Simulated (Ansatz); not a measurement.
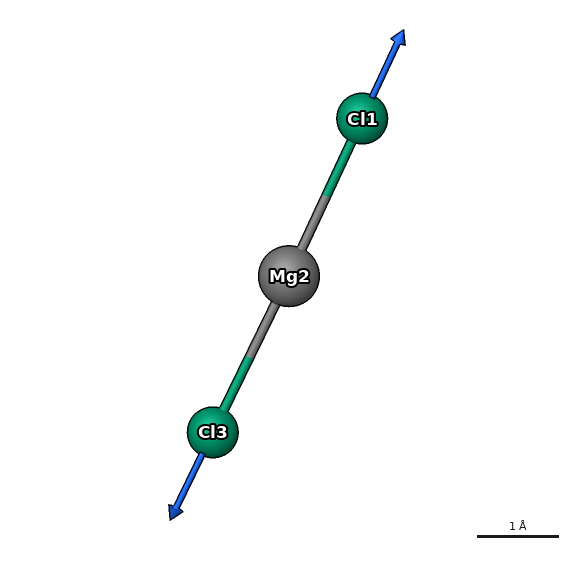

Arrows show the forces on the atoms, 1 Å of arrow for 1 eV/Å; forces under a tenth of the largest aren't drawn. State: charge +1, doublet. Level of theory: U-PBE0/def2-SVP (Ansatz).

List the force components in the frame of the picture (x right, y up, z towards the viewer), in eV/Å.

```csv
atom,Fx,Fy,Fz
Cl1,0.40,0.86,0.19
Mg2,0.01,−0.01,0.00
Cl3,−0.41,−0.85,−0.19
```
